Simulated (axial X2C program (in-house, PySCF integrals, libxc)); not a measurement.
# Linear HfCO at several levels

How do method and spin–orbit coupling move the bonds and stretches of HfCO, held linear?

The runs use an in-house X2C program for linear molecules on PySCF integrals; all-electron X2C, two-component (2c) or spin-free, Hf dyall-v3z, C dyall-v3z, O dyall-av3z.

All values are calculated.

2 further runs of the same task are left out: 2 set aside as unsound or not needed.

## (1) Input

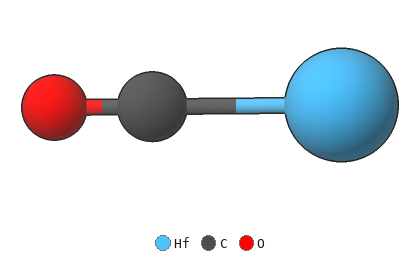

The atoms on one line, bonds 2.220 and 1.150 Å (hafnium blue, carbon dark grey, oxygen red).

The input, task.json:

```json
{"zs": [72, 6, 8], "q": 0, "bas": ["dyall-v3z", "dyall-v3z", "dyall-av3z"], "r0": [2.22, 1.15], "symm": 0, "scan": ["PBE0", "HF", "B3LYP"], "levels": ["PBE0", "HF", "BHandHLYP"], "nst": 2}
```

Keys: zs atomic numbers; q charge; bas basis sets; r0 starting distance in Å; symm equal bonds; scan levels of the two-bond scan (MP2 follows by itself at each HF point); levels methods; nst determinants followed.

Run with:

```sh
python solin.py task.json out
```

Masses Hf 179.947, C 12.000, O 15.995 u.

## (2) Scan at PBE0, 2c

State: Ω = 1 (beyond evenly filled blocks: ω = -1/2, ω = 3/2). Energies above the lowest point, from the job's result record:

```tsv
r(Hf–C) (Å)	r(C–O) (Å)	E (meV)
2.0007	1.1320	72.29
2.0007	1.1610	22.20
2.0007	1.1900	54.26
2.0520	1.1320	40.54
2.0520	1.1610	0.00
2.0520	1.1900	41.28
2.0520	1.2191	149.51
2.1033	1.1320	51.31
2.1033	1.1610	19.75
2.1033	1.1900	69.70
2.1546	1.1610	71.54
2.1546	1.2191	254.18
```

A quadratic surface with cubic terms in each bond gives the minimum at 2.052 and 1.160 Å, force constants 2.54, 15.6 and coupling 0.93 mdyn/Å.

## (3) Scan at B3LYP, 2c

State: Ω = 1 (beyond evenly filled blocks: ω = -1/2, ω = 3/2). Energies above the lowest point, from the job's result record:

```tsv
r(Hf–C) (Å)	r(C–O) (Å)	E (meV)
2.0007	1.1320	99.05
2.0007	1.1610	37.66
2.0007	1.1900	57.34
2.0520	1.1320	51.86
2.0520	1.1610	0.00
2.0520	1.1900	28.88
2.0520	1.2191	123.69
2.1033	1.1320	47.48
2.1033	1.1610	4.58
2.1033	1.1900	42.09
2.1546	1.1610	41.57
2.1546	1.2191	198.20
```

A quadratic surface with cubic terms in each bond gives the minimum at 2.070 and 1.163 Å, force constants 2.34, 15.1 and coupling 0.93 mdyn/Å.

## (4) Scan at PBE0, spin-free

State: M_S = 1, Λ = 0 (beyond evenly filled blocks: π+α, π-α). Energies above the lowest point, from the job's result record:

```tsv
r(Hf–C) (Å)	r(C–O) (Å)	E (meV)
2.0007	1.1320	74.42
2.0007	1.1610	23.59
2.0007	1.1900	54.94
2.0520	1.1320	41.27
2.0520	1.1610	0.00
2.0520	1.1900	40.59
2.0520	1.2191	148.15
2.1033	1.1320	51.28
2.1033	1.1610	19.00
2.1033	1.1900	68.27
2.1546	1.1610	70.59
2.1546	1.2191	251.89
```

A quadratic surface with cubic terms in each bond gives the minimum at 2.053 and 1.160 Å, force constants 2.56, 15.6 and coupling 0.93 mdyn/Å.

## (5) Comparison

| level | r(Hf–C) (Å) | r(C–O) (Å) | lower stretch (cm⁻¹) | upper stretch (cm⁻¹) |
| --- | --- | --- | --- | --- |
| PBE0, 2c | 2.052 | 1.160 | 420.0 | 1952.2 |
| B3LYP, 2c | 2.070 | 1.163 | 404.0 | 1914.9 |
| PBE0, spin-free | 2.053 | 1.160 | 422.0 | 1951.9 |
| HF, spin-free | 2.130 | 1.126 | 342.0 | 2074.2 |
| B3LYP, spin-free | 2.071 | 1.163 | 406.9 | 1914.4 |
| MP2, spin-free | 2.079 | 1.166 | 378.9 | 1912.2 |

Scans not shown above were run alike.

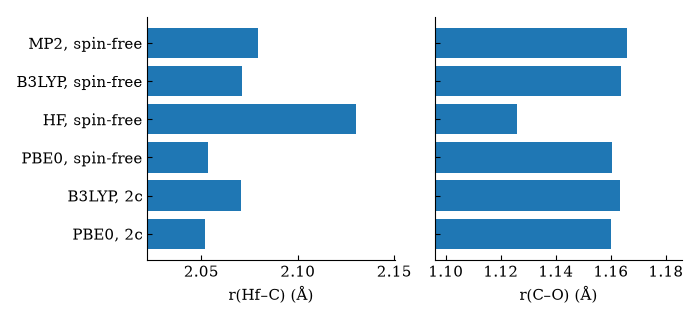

The two bond lengths by level.

In words: Over the levels the Hf–C bond spans 2.052 to 2.130 Å and the C–O bond 1.126 to 1.166 Å. At PBE0 going from spin-free to two-component moves the bonds by -0.001 and -0.000 Å. Each state is one determinant, the lowest of a limited PBE0 search; the stretches come from a fit to few points and are good to some per cent at best. The lower stretch spreads by more than a fifth over the levels, so it depends strongly on the method. MP2 freezes inner shells (threshold -2 hartree). The molecule was held linear; bending was not examined, so a bent shape may lie lower. Open-shell Ω = 0 determinants with evenly filled partner blocks cannot be reached by this program, so the Ω shown need not be the lowest component. Note: several unpaired electrons, one determinant need not be a pure state.
